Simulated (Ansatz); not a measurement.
# CH₂AlNO₂: a spread of methods and bases

Aim: run CH₂AlNO₂ under a spread of inputs, and see what each costs and gives.

Program: Ansatz 0.2.0, Gaussian basis. Level of theory: the settings change from run to run. These are calculated values, not measurements.

## (1) The geometry

The structure was relaxed beforehand with PBE0-D4 in a triple-zeta def2 set.

7 atoms, charge 0, spin multiplicity 1.

Atoms are counted from 1 here; the program's logs count them from 0.

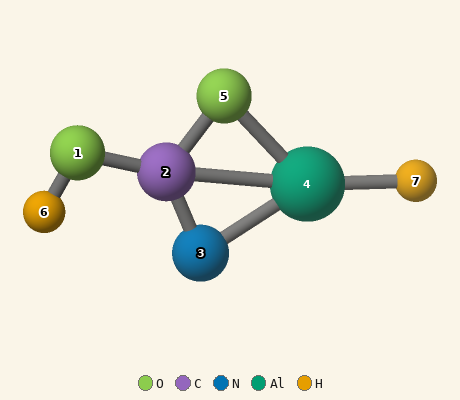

The geometry (oxygen green, carbon purple, nitrogen blue, aluminium teal, hydrogen amber); atoms are numbered from 1 in the order of the file.

## (2) B97/def2-SVP

in.yaml reads:

```yaml
crystal:
  periodic: [false, false, false]
  atoms:
    - {symbol: O, position_ang: [-0.046143, 0.877928, 1.669480]}
    - {symbol: C, position_ang: [-0.022676, 0.255243, 0.501003]}
    - {symbol: N, position_ang: [-1.010347, -0.356296, -0.067883]}
    - {symbol: Al, position_ang: [0.258544, -0.644704, -1.325961]}
    - {symbol: O, position_ang: [1.183544, 0.293838, -0.117492]}
    - {symbol: H, position_ang: [-0.947774, 0.778709, 2.002191]}
    - {symbol: H, position_ang: [0.646153, -1.272718, -2.707138]}
basis:
  gaussian: {orbitals: def2-SVP}
hamiltonian: {xc: {name: B97}}
output: {forces: true}
```

Command:

```sh
> ansatz run in.yaml --threads 2 --pin off --events-out ev --progress --plain --max-ram 4352MiB
```

What it wrote, cut to the lines that bear on the results:

```text
Functional definition: B97
  name "B97"
  cite "Becke, J. Chem. Phys. 107, 8554 (1997) doi:10.1063/1.475007"
[...]
      + integral(e_c_pw_opposite_spin*poly(b97_u_opposite, cos0, cos1, cos2))
809 factors; integrals over basis functions are off by at most 1.2e-3 eV
[...]
mean field -13240.66102128 eV, -486.5853176896 hartree, gradient 2.4e-5 eV, S^2 0.000000; 0 other end points of the search recorded, 0 dependent functions left out
[...]
reference -13240.66104393 eV, -486.5853185220 hartree; 22, 22 occupied and 62, 62 virtual orbitals, 809 factors
Total energy: -13240.66104393 eV, -486.5853185220 hartree
Atom 0 at    -0.046143     0.877928     1.669480 Å, force     0.131091     0.148885     0.200901 eV/Å
Atom 1 at    -0.022676     0.255243     0.501003 Å, force     0.151654     0.242000     0.360786 eV/Å
Atom 2 at    -1.010347    -0.356296    -0.067883 Å, force    -0.575685    -0.211456    -0.061534 eV/Å
Atom 3 at     0.258544    -0.644704    -1.325961 Å, force    -0.055858    -0.383239    -0.677386 eV/Å
Atom 4 at     1.183544     0.293838    -0.117492 Å, force     0.504502     0.224222     0.127625 eV/Å
Atom 5 at    -0.947774     0.778709     2.002191 Å, force    -0.182522    -0.007849     0.089108 eV/Å
Atom 6 at     0.646153    -1.272718    -2.707138 Å, force     0.026819    -0.012563    -0.039501 eV/Å
Dipole moment:    -0.048486    -0.166565    -0.280245 e Å
```

Wall time 1.4 s (2 threads of AMD EPYC 9R45, shared host).

Largest force 0.780 eV/Å, dipole 1.58 D.

## (3) HSE06/def2-TZVPD

Set apart from the defaults: atoms shaken by 0.15 Å.

in.yaml reads:

```yaml
crystal:
  periodic: [false, false, false]
  atoms:
    - {symbol: O, position_ang: [0.017914, 0.841533, 1.549940]}
    - {symbol: C, position_ang: [-0.062216, 0.272213, 0.702387]}
    - {symbol: N, position_ang: [-1.277868, -0.140896, -0.116378]}
    - {symbol: Al, position_ang: [0.465235, -0.885597, -1.117831]}
    - {symbol: O, position_ang: [1.248556, 0.245888, -0.234153]}
    - {symbol: H, position_ang: [-0.879059, 0.783721, 1.939784]}
    - {symbol: H, position_ang: [0.486099, -1.287874, -2.567837]}
basis:
  gaussian: {orbitals: def2-TZVPD}
hamiltonian: {xc: {name: HSE06}}
output: {forces: true}
```

Same command.

What it wrote, cut to the lines that bear on the results:

```text
Functional definition: HSE06
  name "HSE06"
  cite "Heyd, Scuseria & Ernzerhof, J. Chem. Phys. 118, 8207 (2003) doi:10.1063/1.1564060"
  cite "Krukau, Vydrov, Izmaylov & Scuseria, J. Chem. Phys. 125, 224106 (2006) doi:10.1063/1.2404663"
  cite "Heyd & Scuseria, J. Chem. Phys. 120, 7274 (2004) doi:10.1063/1.1668634"
  cite "Ernzerhof & Perdew, J. Chem. Phys. 109, 3313 (1998) doi:10.1063/1.476928"
  cite "Perdew, Burke & Ernzerhof, Phys. Rev. Lett. 77, 3865 (1996) doi:10.1103/PhysRevLett.77.3865"
  parent pbe
[...]
  # The whole range is PBE's own exchange, as in plane waves. The composition of these papers is wPBEh.
[...]
1117 factors; their error is unknown
119 factors; integrals over basis functions are off by at most 1.1e-6 eV
[...]
mean field -13236.72985653 eV, -486.4408500496 hartree, gradient 5.0e-5 eV, S^2 0.000000; 0 other end points of the search recorded, 0 dependent functions left out
[...]
reference -13236.72991441 eV, -486.4408521769 hartree; 22, 22 occupied and 193, 193 virtual orbitals, 1117 factors
Total energy: -13236.72991441 eV, -486.4408521769 hartree
Atom 0 at     0.017914     0.841533     1.549940 Å, force     2.424578    17.789122    28.547986 eV/Å
Atom 1 at    -0.062216     0.272213     0.702387 Å, force    -4.959393   -18.899091   -35.306777 eV/Å
Atom 2 at    -1.277868    -0.140896    -0.116378 Å, force     7.074484    -0.621648     2.752511 eV/Å
Atom 3 at     0.465235    -0.885597    -1.117831 Å, force    -4.626098     0.665343     0.091817 eV/Å
Atom 4 at     1.248556     0.245888    -0.234153 Å, force     0.002488     1.101282     3.872781 eV/Å
Atom 5 at    -0.879059     0.783721     1.939784 Å, force    -0.362667     0.750658     0.965123 eV/Å
Atom 6 at     0.486099    -1.287874    -2.567837 Å, force     0.446608    -0.785667    -0.923441 eV/Å
Dipole moment:     0.295236    -0.197897     0.479636 e Å
```

It took 2.5 s on 2 threads of AMD EPYC 9R45, shared host; peak memory 0.57 GiB.

Largest force 40.353 eV/Å, dipole 2.87 D.

## (4) r2SCAN50/def2-TZVPD

Options: multiplicity 3, D4 dispersion.

in.yaml reads:

```yaml
crystal:
  periodic: [false, false, false]
  atoms:
    - {symbol: O, position_ang: [-0.046143, 0.877928, 1.669480]}
    - {symbol: C, position_ang: [-0.022676, 0.255243, 0.501003]}
    - {symbol: N, position_ang: [-1.010347, -0.356296, -0.067883]}
    - {symbol: Al, position_ang: [0.258544, -0.644704, -1.325961]}
    - {symbol: O, position_ang: [1.183544, 0.293838, -0.117492]}
    - {symbol: H, position_ang: [-0.947774, 0.778709, 2.002191]}
    - {symbol: H, position_ang: [0.646153, -1.272718, -2.707138]}
basis:
  gaussian: {orbitals: def2-TZVPD}
magnetization: {spin_polarized: true, initial_magnetization: 2}
hamiltonian: {xc: {name: r2SCAN50}, dispersion: d4}
```

Launched as before.

What it wrote, cut to the lines that bear on the results:

```text
Functional definition: r2SCAN50
  name "r2SCAN50"
  cite "Bursch, Neugebauer, Ehlert & Grimme, J. Chem. Phys. 156, 134105 (2022) doi:10.1063/5.0086040"
  cite "Furness, Kaplan, Ning, Perdew & Sun, J. Phys. Chem. Lett. 11, 8208 (2020) doi:10.1021/acs.jpclett.0c02405"
  cite "Furness, Kaplan, Ning, Perdew & Sun, J. Phys. Chem. Lett. 11, 9248 (2020) doi:10.1021/acs.jpclett.0c03077"
  parent r2scan
[...]
1248 factors; their error is unknown
[...]
mean field -13243.35926288 eV, -486.6844762396 hartree, gradient 4.0e-6 eV, S^2 2.022140; 6 other end points of the search recorded, 0 dependent functions left out
reference -13243.35927626 eV, -486.6844767313 hartree; 23, 21 occupied and 192, 194 virtual orbitals, 1248 factors
Total energy: -13243.40159156 eV, -486.6860317897 hartree
```

Run time: 40 s. Hardware: 2 threads of AMD EPYC 9R45, shared host; peak memory 1 GiB.

⟨S²⟩ 2.022.

## (5) B2GP-PLYP/def2-TZVPP

Set apart from the defaults: unrestricted orbitals, density fitting with cc-pVTZ-jkfit, high accuracy.

in.yaml, as its differences from that of step 4:

```diff
@@ -11,4 +11,6 @@
 basis:
-  gaussian: {orbitals: def2-TZVPD}
-magnetization: {spin_polarized: true, initial_magnetization: 2}
-hamiltonian: {xc: {name: r2SCAN50}, dispersion: d4}
+  gaussian: {orbitals: def2-TZVPP, fitting: {mean_field: cc-pVTZ-jkfit}}
+magnetization: {spin_polarized: true, initial_magnetization: 0}
+hamiltonian: {xc: {name: B2GP-PLYP}}
+accuracy: high
+output: {forces: true}
```

Launched as before.

What it wrote, cut to the lines that bear on the results:

```text
Functional definition: B2GP-PLYP
  name "B2GP-PLYP"
  cite "Karton, Tarnopolsky, Lamère, Schatz & Martin, J. Phys. Chem. A 112, 12868 (2008) doi:10.1021/jp801805p"
  cite "Becke, Phys. Rev. A 38, 3098 (1988) doi:10.1103/PhysRevA.38.3098"
  cite "Lee, Yang & Parr, Phys. Rev. B 37, 785 (1988) doi:10.1103/PhysRevB.37.785"
[...]
497 factors; integrals over basis functions are off by at most 8.1e-1 eV
[...]
mean field -13234.24789379 eV, -486.3496396015 hartree, gradient 7.3e-8 eV, S^2 0.000000; 0 other end points of the search recorded, 0 dependent functions left out
9 core orbitals not correlated: weight in the atoms' cores, before any rotation towards them, 1.000 or more for the frozen orbitals, at most 0.000 for the correlated occupied ones
reference -13234.24791187 eV, -486.3496402660 hartree; 13, 13 occupied and 172, 172 virtual orbitals, 497 factors
second order -27.80835374 eV of doubles, -0.00000000 eV of singles
[...]
Total energy: -13244.25891922 eV, -486.7175380002 hartree
Atom 0 at    -0.046143     0.877928     1.669480 Å, force    -0.122009     0.087124     0.231189 eV/Å
Atom 1 at    -0.022676     0.255243     0.501003 Å, force    -0.175160    -0.004888     0.090537 eV/Å
Atom 2 at    -1.010347    -0.356296    -0.067883 Å, force    -0.103006    -0.045754    -0.024329 eV/Å
Atom 3 at     0.258544    -0.644704    -1.325961 Å, force     0.111596    -0.136404    -0.316092 eV/Å
Atom 4 at     1.183544     0.293838    -0.117492 Å, force     0.197155     0.015267    -0.083293 eV/Å
Atom 5 at    -0.947774     0.778709     2.002191 Å, force     0.143418     0.019513    -0.046966 eV/Å
Atom 6 at     0.646153    -1.272718    -2.707138 Å, force    -0.051995     0.065141     0.148955 eV/Å
Dipole moment:    -0.022812    -0.182439    -0.324419 e Å
```

It took 13 s on 2 threads of AMD EPYC 9R45, shared host; peak memory 0.91 GiB.

Largest force 0.362 eV/Å, dipole 1.79 D, ⟨S²⟩ 0.000.

## (6) B97M-V/def2-TZVPP

This run has unrestricted orbitals, relativity set to scalar.

in.yaml, as its differences from that of step 5:

```diff
@@ -11,6 +11,4 @@
 basis:
-  gaussian: {orbitals: def2-TZVPP, fitting: {mean_field: cc-pVTZ-jkfit}}
+  gaussian: {orbitals: def2-TZVPP}
 magnetization: {spin_polarized: true, initial_magnetization: 0}
-hamiltonian: {xc: {name: B2GP-PLYP}}
-accuracy: high
-output: {forces: true}
+hamiltonian: {xc: {name: B97M-V}, pseudopotentials: {relativity: scalar}}
```

Launched as before.

What it wrote, cut to the lines that bear on the results:

```text
Functional definition: B97M-V
  name "B97M-V"
  cite "Mardirossian & Head-Gordon, J. Chem. Phys. 142, 074111 (2015) doi:10.1063/1.4907719"
  cite "Becke, J. Chem. Phys. 107, 8554 (1997) doi:10.1063/1.475007"
  cite "Vydrov & Van Voorhis, J. Chem. Phys. 133, 244103 (2010) doi:10.1063/1.3521275"
  # Of w^i u^j: cxij and so on, Table III.
[...]
  gx(w, u) = cx00 + cx01*u + cx02*u^2 + (cx10 + cx11*u)*w
  gss(w, u) = css00 + css02*u^2 + css10*w + (css32*w^3 + css42*w^4)*u^2
  gos(w, u) = cos00 + cos01*u + cos03*u^3 + cos10*w + cos32*w^3*u^2
[...]
      + integral(e_c_pw_mod_opposite_spin*gos(b97_w_opposite, b97_u_opposite)) + vv10(b, c)
1024 factors; their error is unknown
[...]
mean field -13265.86722794 eV, -487.5116286990 hartree, gradient 8.4e-5 eV, S^2 0.000000; 0 other end points of the search recorded, 0 dependent functions left out
reference -13265.86728522 eV, -487.5116308040 hartree; 22, 22 occupied and 172, 172 virtual orbitals, 1024 factors
Total energy: -13265.86728522 eV, -487.5116308040 hartree
Relativity: scalar
```

Run time: 4.3 s. Hardware: 2 threads of AMD EPYC 9R45, shared host; peak memory 0.42 GiB.

⟨S²⟩ 0.000.

## (7) SVWN5/def2-SVPD

Set apart from the defaults: coordinates scaled by 1.25, a grid of angular degree 11.

in.yaml reads:

```yaml
crystal:
  periodic: [false, false, false]
  atoms:
    - {symbol: O, position_ang: [-0.057679, 1.097410, 2.086851]}
    - {symbol: C, position_ang: [-0.028345, 0.319054, 0.626253]}
    - {symbol: N, position_ang: [-1.262934, -0.445370, -0.084854]}
    - {symbol: Al, position_ang: [0.323181, -0.805880, -1.657452]}
    - {symbol: O, position_ang: [1.479430, 0.367298, -0.146865]}
    - {symbol: H, position_ang: [-1.184717, 0.973386, 2.502739]}
    - {symbol: H, position_ang: [0.807691, -1.590898, -3.383922]}
basis:
  gaussian: {orbitals: def2-SVPD, final_grid: {core_spheres: 5, valence_spheres: 4, degree: 11}}
hamiltonian: {xc: {name: SVWN5}}
```

Same command.

What it wrote:

```text
Functional definition: SVWN5
  name "SVWN5"
  cite "Dirac, Proc. Camb. Phil. Soc. 26, 376 (1930) doi:10.1017/S0305004100016108"
  cite "Slater, Phys. Rev. 81, 385 (1951) doi:10.1103/PhysRev.81.385"
  cite "Vosko, Wilk & Nusair, Can. J. Phys. 58, 1200 (1980) doi:10.1139/p80-159"
  exchange = slater_x
  correlation = vwn5_c
1071 factors; their error is unknown
mean field evaluation 1: about -13144.4726 eV, gradient 8.1e1 eV
mean field evaluation 2: about -12937.4456 eV, gradient 2.4e2 eV
mean field evaluation 4: about -13149.6391 eV, gradient 6.2e1 eV
mean field evaluation 8: about -13158.1348 eV, gradient 5.9e0 eV
mean field evaluation 16: about -13158.1925 eV, gradient 9.3e-3 eV
mean field -13158.19253984 eV, -483.5546568958 hartree, gradient 6.4e-5 eV, S^2 0.000000; 0 other end points of the search recorded, 0 dependent functions left out
reference -13158.19260843 eV, -483.5546594164 hartree; 22, 22 occupied and 104, 104 virtual orbitals, 1071 factors
Total energy: -13158.19260843 eV, -483.5546594164 hartree
```

Run time: 0.3 s. Hardware: 2 threads of AMD EPYC 9R45, shared host.

## (8) BLYP/aug-cc-pVDZ

Set apart from the defaults: atoms shaken by 0.08 Å.

in.yaml reads:

```yaml
crystal:
  periodic: [false, false, false]
  atoms:
    - {symbol: O, position_ang: [0.006500, 1.019888, 1.832137]}
    - {symbol: C, position_ang: [-0.192058, 0.332142, 0.345963]}
    - {symbol: N, position_ang: [-0.951873, -0.341464, -0.011357]}
    - {symbol: Al, position_ang: [0.367687, -0.589203, -1.249767]}
    - {symbol: O, position_ang: [1.128027, 0.282390, -0.111771]}
    - {symbol: H, position_ang: [-0.908833, 0.898059, 2.057199]}
    - {symbol: H, position_ang: [0.770543, -1.307462, -2.740524]}
basis:
  gaussian: {orbitals: aug-cc-pVDZ}
hamiltonian: {xc: {name: BLYP}}
```

Same command.

What it wrote:

```text
Functional definition: BLYP
  name "BLYP"
  cite "Becke, Phys. Rev. A 38, 3098 (1988) doi:10.1103/PhysRevA.38.3098"
  cite "Lee, Yang & Parr, Phys. Rev. B 37, 785 (1988) doi:10.1103/PhysRevB.37.785"
  parameter beta = 0.0042
  parameter a = 0.04918
  parameter b = 0.132
  parameter c = 0.2533
  parameter d = 0.349
  exchange = b88_x(beta = beta)
  correlation = lyp_c(a = a, b = b, c = c, d = d)
1238 factors; their error is unknown
mean field evaluation 1: about -13230.5862 eV, gradient 9.1e1 eV
mean field evaluation 2: about -13085.0243 eV, gradient 2.4e2 eV
mean field evaluation 4: about -13243.0644 eV, gradient 4.5e1 eV
mean field evaluation 8: about -13247.0833 eV, gradient 1.4e0 eV
mean field evaluation 16: about -13247.0383 eV, gradient 1.7e-4 eV
mean field -13247.03833602 eV, -486.8196796837 hartree, gradient 6.4e-5 eV, S^2 0.000000; 0 other end points of the search recorded, 0 dependent functions left out
reference -13247.03872203 eV, -486.8196938693 hartree; 22, 22 occupied and 115, 115 virtual orbitals, 1238 factors
Total energy: -13247.03872203 eV, -486.8196938693 hartree
```

It took 0.95 s on 2 threads of AMD EPYC 9R45, shared host.

## (9) B3LYP/6-31G*

Options: unrestricted orbitals.

in.yaml reads:

```yaml
crystal:
  periodic: [false, false, false]
  atoms:
    - {symbol: O, position_ang: [-0.046143, 0.877928, 1.669480]}
    - {symbol: C, position_ang: [-0.022676, 0.255243, 0.501003]}
    - {symbol: N, position_ang: [-1.010347, -0.356296, -0.067883]}
    - {symbol: Al, position_ang: [0.258544, -0.644704, -1.325961]}
    - {symbol: O, position_ang: [1.183544, 0.293838, -0.117492]}
    - {symbol: H, position_ang: [-0.947774, 0.778709, 2.002191]}
    - {symbol: H, position_ang: [0.646153, -1.272718, -2.707138]}
basis:
  gaussian: {orbitals: "6-31G*"}
magnetization: {spin_polarized: true, initial_magnetization: 0}
hamiltonian: {xc: {name: B3LYP}}
```

Same command.

What it wrote, cut to the lines that bear on the results:

```text
Functional definition: B3LYP
  name "B3LYP"
  cite "Stephens, Devlin, Chabalowski & Frisch, J. Phys. Chem. 98, 11623 (1994) doi:10.1021/j100096a001"
  cite "Becke, Phys. Rev. A 38, 3098 (1988) doi:10.1103/PhysRevA.38.3098"
  cite "Lee, Yang & Parr, Phys. Rev. B 37, 785 (1988) doi:10.1103/PhysRevB.37.785"
  cite "Vosko, Wilk & Nusair, Can. J. Phys. 58, 1200 (1980) doi:10.1139/p80-159"
[...]
763 factors; integrals over basis functions are off by at most 1.0e-3 eV
[...]
mean field -13250.81791061 eV, -486.9585764878 hartree, gradient 1.0e-5 eV, S^2 0.000000; 0 other end points of the search recorded, 0 dependent functions left out
reference -13250.81814534 eV, -486.9585851142 hartree; 22, 22 occupied and 61, 61 virtual orbitals, 763 factors
Total energy: -13250.81814534 eV, -486.9585851142 hartree
```

Wall time 0.9 s (2 threads of AMD EPYC 9R45, shared host).

⟨S²⟩ 0.000.

## (10) wB97X-V/6-31G*

in.yaml, as its differences from that of step 9:

```diff
@@ -12,3 +12,3 @@
   gaussian: {orbitals: "6-31G*"}
-magnetization: {spin_polarized: true, initial_magnetization: 0}
-hamiltonian: {xc: {name: B3LYP}}
+hamiltonian: {xc: {name: wB97X-V}}
+output: {forces: true}
```

The command is unchanged.

What it wrote, cut to the lines that bear on the results:

```text
Functional definition: wB97X-V
  name "wB97X-V"
  cite "Mardirossian & Head-Gordon, Phys. Chem. Chem. Phys. 16, 9904 (2014) doi:10.1039/C3CP54374A"
  cite "Becke, J. Chem. Phys. 107, 8554 (1997) doi:10.1063/1.475007"
  cite "Vydrov & Van Voorhis, J. Chem. Phys. 133, 244103 (2010) doi:10.1063/1.3521275"
[...]
      + integral(e_c_pw_opposite_spin*poly(b97_u_opposite, cos0, cos1)) + vv10(b, c)
763 factors; integrals over basis functions are off by at most 1.0e-3 eV
200 factors; integrals over basis functions are off by at most 3.8e-6 eV
[...]
mean field -13247.13415587 eV, -486.8232009980 hartree, gradient 3.4e-5 eV, S^2 0.000000; 0 other end points of the search recorded, 0 dependent functions left out
[...]
reference -13247.13415385 eV, -486.8232009240 hartree; 22, 22 occupied and 61, 61 virtual orbitals, 763 factors
Total energy: -13247.13415385 eV, -486.8232009240 hartree
Atom 0 at    -0.046143     0.877928     1.669480 Å, force     0.276452     0.252156     0.309299 eV/Å
Atom 1 at    -0.022676     0.255243     0.501003 Å, force    -0.123186     0.032512     0.129424 eV/Å
Atom 2 at    -1.010347    -0.356296    -0.067883 Å, force    -0.366365    -0.144917    -0.057625 eV/Å
Atom 3 at     0.258544    -0.644704    -1.325961 Å, force    -0.056947    -0.243912    -0.419021 eV/Å
Atom 4 at     1.183544     0.293838    -0.117492 Å, force     0.529331     0.164454     0.002863 eV/Å
Atom 5 at    -0.947774     0.778709     2.002191 Å, force    -0.281846    -0.037138     0.091666 eV/Å
Atom 6 at     0.646153    -1.272718    -2.707138 Å, force     0.022562    -0.023155    -0.056606 eV/Å
Dipole moment:    -0.044893    -0.175018    -0.297940 e Å
```

It took 2.5 s on 2 threads of AMD EPYC 9R45, shared host.

Largest force 0.554 eV/Å, dipole 1.67 D.

## (11) The runs in one table

| level | charge | multiplicity | geometry | functions | energy (eV) | time |
| --- | --- | --- | --- | --- | --- | --- |
| B97/def2-SVP | 0 | 1 | relaxed | 84 | -13240.661 | 1.4 s |
| HSE06/def2-TZVPD | 0 | 1 | shaken | 215 | -13236.730 | 2.5 s |
| r2SCAN50/def2-TZVPD | 0 | 3 | relaxed | 215 | -13243.402 | 40 s |
| B2GP-PLYP/def2-TZVPP | 0 | 1 | relaxed | 194 | -13244.259 | 13 s |
| B97M-V/def2-TZVPP | 0 | 1 | relaxed | 194 | -13265.867 | 4.3 s |
| SVWN5/def2-SVPD | 0 | 1 | scaled | 126 | -13158.193 | 0.3 s |
| BLYP/aug-cc-pVDZ | 0 | 1 | shaken | 137 | -13247.039 | 0.95 s |
| B3LYP/6-31G* | 0 | 1 | relaxed | 83 | -13250.818 | 0.9 s |
| wB97X-V/6-31G* | 0 | 1 | relaxed | 83 | -13247.134 | 2.5 s |

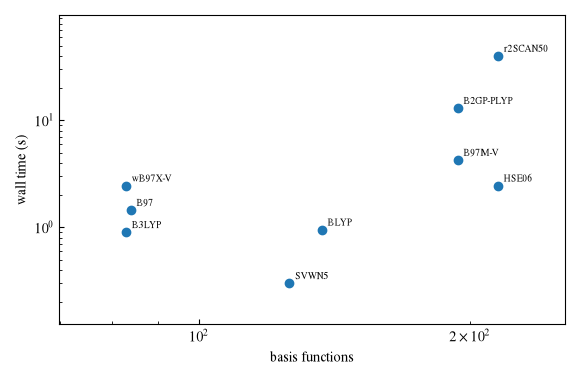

Wall time against the number of basis functions (shared host).

## (12) What came out

| quantity | value |
| --- | --- |
| runs | 9 |
| quickest | SVWN5/def2-SVPD, 0.3 s |
| slowest | r2SCAN50/def2-TZVPD, 40 s |
| spread of total energies, same state and geometry | 25.2 eV |
| dipole, same state and geometry | 1.58 to 1.79 D |

In words: r2SCAN50/def2-TZVPD took 133 times as long as SVWN5/def2-SVPD. The jobs differ in tasks and options as well as level. The totals spread over 25 eV; they can't be compared across methods or bases. Some of these runs are scalar-relativistic and others not, which shifts the totals of all-electron atoms past neon by eV; core potentials, where a basis has them, take the core out of the total altogether. At the PBE0-D4/def2-TZVP geometry and in the same state, runs without warnings or point charges leave forces up to 0.78 eV/Å (B97/def2-SVP), against 40.4 eV/Å where the atoms were moved. At that geometry and state the dipole changes by 13 % between the lowest and highest value.
